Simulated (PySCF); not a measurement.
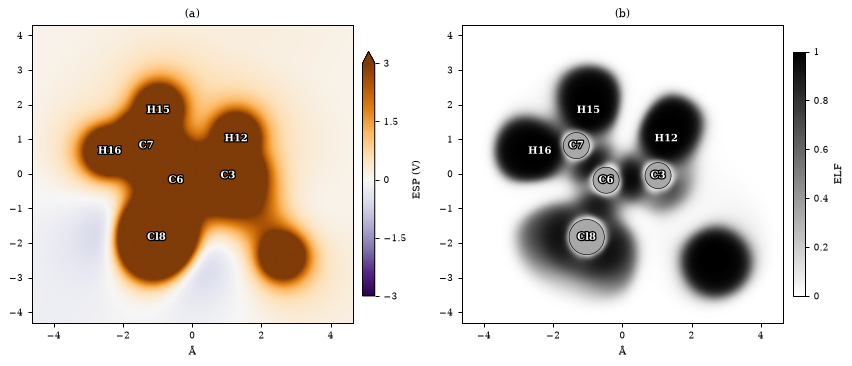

C6H8ClF (SMILES C=C[C@H](CF)C(=C)Cl). (a) electrostatic potential; (b) ELF on the plane of atoms C6, C7 and H15. Grey discs cover the atomic cores in the ELF map.

Geometry: GFN2-xTB.

Level of theory: wB97X-D/def2-SVPD, SCF density, gas phase (PySCF).

The calculation's input:

```
{"job": {"kind": "uv", "xc": "wB97X-D", "basis": "def2-SVPD", "nstates": 8, "ntriplets": 3}, "charge": 0, "multiplicity": 1}
C     -1.552298     1.510334     0.894981
C     -0.437530     1.343361     0.209710
C      0.020821     0.077281    -0.463389
C     -1.068571    -0.993273    -0.553442
F     -0.659208    -1.995089    -1.398366
C      1.230061    -0.465588     0.257226
C      2.407653    -0.700950    -0.291076
Cl     0.963271    -0.780925     1.941988
H     -1.784045     2.455706     1.354983
H     -2.280263     0.729507     1.030450
H      0.268214     2.158757     0.117027
H      0.331328     0.316015    -1.487246
H     -1.987725    -0.579097    -0.979080
H     -1.266242    -1.455976     0.417511
H      2.576288    -0.510049    -1.336079
H      3.230645    -1.101070     0.273393
```

Command:

```sh
OMP_NUM_THREADS=1 python probes_run.py task.json out
```

Q: Describe what can be read from this map.

A:
- The plane passes through C, Cl and H nuclei.
- C–C (1.32 Å): the ELF peaks at about 0.95 between the atoms; a short, multiple covalent bond.
- C–Cl (1.73 Å): the ELF peaks at about 0.90 between the atoms: a covalent bond.
- C–H (1.08 Å): the ELF climbs to about 1 towards the hydrogen, as it does in any bond to H (a covalent bond by its length).
- C–C (1.51 Å): the ELF peaks at about 0.95 between the atoms, as expected for a covalent bond.
- The ELF also peaks beside Cl8, away from the bonds: lone-pair regions.
- Outside the dense part of the molecule the potential is most negative (−0.6 V) near Cl8.
